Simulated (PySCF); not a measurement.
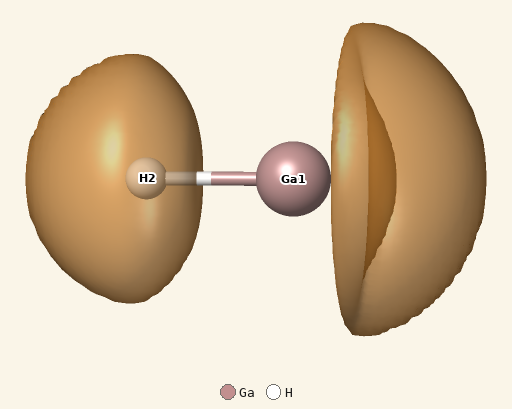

The picture shows: GaH. Isosurface of the electron localisation function at 0.8 (orange), seen from one side. Only the valence region is drawn (cores and ρ < 0.01 e/Å³ removed).

These are results of PySCF 2.14.0, PBE0/cc-pVDZ(-PP), non-relativistic Hamiltonian with scalar-relativistic core potentials where named, at a bond length of 1.694 Å, not measurements.

**Where are the electrons localised?**

The ELF exceeds this value in one region around a hydrogen nucleus and one lobe on Ga, pointing away from the bonds (lone pairs). Along the contacts the grid gives the following. Ga–H (1.69 Å): the ELF climbs to about 1 towards the hydrogen.
